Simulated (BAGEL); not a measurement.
# SiBr2 (SMILES Br[Si]Br): HF/6-31G(d) (density fitting with qzvpp-jkfit, spherical functions)

Aim: the vertical singlet–triplet gap of SiBr2 at HF/6-31G* (density fitting with qzvpp-jkfit, spherical functions), from 2 runs. 

The results are computed with BAGEL 1.2.2.

1 further run of the same task is left out (set aside as unsound or not needed).

**1. Starting point**

SiBr2 has 3 atoms, charge 0, and is taken as a singlet. As SMILES, `Br[Si]Br`. The shape is that of a PBE0-D4/def2-TZVP optimisation.

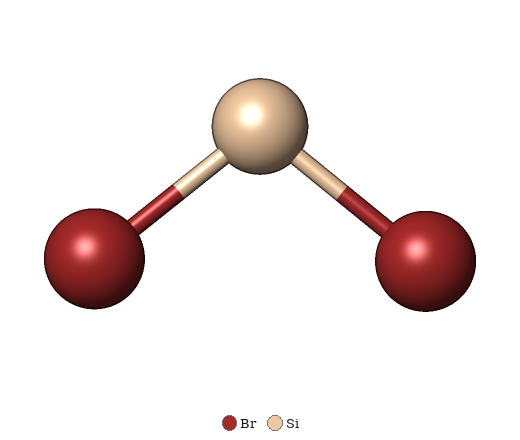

The structure, seen from a chosen angle (bromine red, silicon light orange).

**2. The energy at HF/6-31G(d) (density fitting with qzvpp-jkfit, spherical functions)**

File input.json:

```json
{ "bagel" : [

{
  "title" : "molecule",
  "basis" : "6-31gs.json",
  "df_basis" : "qzvpp-jkfit",
  "angstrom" : "true",
  "geometry" : [
    { "atom" : "Br", "xyz" : [    0.975100,    1.342100,    0.670900 ] },
    { "atom" : "Si", "xyz" : [   -0.770000,    0.385700,   -0.376400 ] },
    { "atom" : "Br", "xyz" : [   -0.216000,   -1.792600,   -0.307800 ] }
  ]
},
{
  "title" : "hf"
},
{
  "title" : "print",
  "file" : "orbitals.molden",
  "orbitals" : "true"
}

]}
```

The basis set 6-31G* is read from a file made from the Basis Set Exchange's data (not shown).

Run with:

```sh
$ BAGEL_NUM_THREADS=1 BAGEL input.json > input.out
```

Standard output:

```text
* using 1 threads per process

  ===============================================================
  ===============================================================

  *** Geometry ***

  { "atom" : "Br", "xyz" : [      1.842672,      2.536201,      1.267817 ] },
  { "atom" : "Si", "xyz" : [     -1.455089,      0.728867,     -0.711293 ] },
  { "atom" : "Br", "xyz" : [     -0.408181,     -3.387523,     -0.581658 ] },

  Number of auxiliary basis functions:      660

  Since a DF basis is specified, we compute 2- and 3-index integrals:
    o Being stored without compression. Storage requirement is 0.036 GB

  Number of basis functions:       82
  Number of electrons      :       84

    * METHOD: MOLECULE                             0.49

  *** RHF ***

  === Nuclear Repulsion ===
   416.1857779811

      * DIIS with orbital gradients will be used.

  === RHF iteration (6-31gs.json) ===
      0      -5433.10180333          0.00849571           0.17
      1      -5433.15984436          0.00521334           0.16
      2      -5433.17857362          0.00070033           0.16
      3      -5433.17976677          0.00026298           0.16
      4      -5433.17996165          0.00006871           0.16
      5      -5433.17997648          0.00002565           0.16
      6      -5433.17997821          0.00000681           0.16
      7      -5433.17997826          0.00000148           0.16
      8      -5433.17997827          0.00000044           0.16
      9      -5433.17997827          0.00000014           0.16
     10      -5433.17997827          0.00000004           0.16
     11      -5433.17997827          0.00000001           0.16
     12      -5433.17997827          0.00000001           0.16
    * SCF iteration converged.

    * Permanent dipole moment:
           (    0.476907,    -0.253290,     0.231491) a.u.

    * METHOD: HF                                   2.44

    * METHOD: PRINT                                0.02

  ===============================================================
```

It took 3.3 s on 1 thread of Arm Neoverse V1, shared host; peak memory 0.17 GiB.

**3. The triplet at the same level**

File input.json:

```json
{ "bagel" : [

{
  "title" : "molecule",
  "basis" : "6-31gs.json",
  "df_basis" : "qzvpp-jkfit",
  "angstrom" : true,
  "geometry" : [
    { "atom" : "Br", "xyz" : [       0.975100,       1.342100,       0.670900 ] },
    { "atom" : "Si", "xyz" : [      -0.770000,       0.385700,      -0.376400 ] },
    { "atom" : "Br", "xyz" : [      -0.216000,      -1.792600,      -0.307800 ] }
  ]
},

{
  "title" : "uhf",
  "nopen" : 2
},

{
  "title" : "print",
  "file" : "orbitals.molden",
  "orbitals" : true
}

]}
```

The basis set 6-31G* is read from a file made from the Basis Set Exchange's data (not shown).

Run with:

```sh
$ BAGEL_NUM_THREADS=1 BAGEL input.json > input.out
```

Standard output:

```text
* using 1 threads per process

  ===============================================================
  ===============================================================

  *** Geometry ***

  { "atom" : "Br", "xyz" : [      1.842672,      2.536201,      1.267817 ] },
  { "atom" : "Si", "xyz" : [     -1.455089,      0.728867,     -0.711293 ] },
  { "atom" : "Br", "xyz" : [     -0.408181,     -3.387523,     -0.581658 ] },

  Number of auxiliary basis functions:      660

  Since a DF basis is specified, we compute 2- and 3-index integrals:
    o Being stored without compression. Storage requirement is 0.036 GB

  Number of basis functions:       82
  Number of electrons      :       84

    * METHOD: MOLECULE                             0.53

  *** Open-shell HF ***

  === Nuclear Repulsion ===
   416.1857779811

      * DIIS with orbital gradients will be used.

  === UHF iteration (6-31gs.json) ===
      0      -5433.04153917          0.01440892           0.46
      1      -5433.10423086          0.00865241           0.45
      2      -5433.11937790          0.00505931           0.45
      3      -5433.12388157          0.00086497           0.44
      4      -5433.12488305          0.00035284           0.45
      5      -5433.12507033          0.00013713           0.45
      6      -5433.12513330          0.00004698           0.45
      7      -5433.12514581          0.00001841           0.45
      8      -5433.12514906          0.00000685           0.45
      9      -5433.12514995          0.00000203           0.45
     10      -5433.12515003          0.00000073           0.45
     11      -5433.12515003          0.00000025           0.45
     12      -5433.12515003          0.00000007           0.45
     13      -5433.12515003          0.00000003           0.45
     14      -5433.12515003          0.00000001           0.45
     15      -5433.12515003          0.00000001           0.44
    * SCF iteration converged.

    * S^2 (UHF) is 2.0086

    * Permanent dipole moment:
           (    0.725754,    -0.385612,     0.352266) a.u.

    * METHOD: UHF                                  7.57

    * METHOD: PRINT                                0.02

  ===============================================================
```

Wall time 8.4 s (1 thread of Arm Neoverse V1, shared host); peak memory 0.17 GiB.

**4. Outcome**

Level: HF/6-31G* (density fitting with qzvpp-jkfit, spherical functions).

```
                                        quantity           value
                           singlet: total energy  -5433.17998 Eh
                          singlet: dipole moment          1.49 D
                            singlet: HOMO energy        -9.97 eV
                            singlet: LUMO energy        -0.19 eV
                          singlet: HOMO–LUMO gap         9.78 eV
                           triplet: total energy  -5433.12515 Eh
                          triplet: dipole moment          2.27 D
                                   triplet: ⟨S²⟩           2.009
vertical energy of the triplet above the singlet        1.492 eV
```

In words: At this shape the triplet lies 1.49 eV (144 kJ/mol) above the singlet.
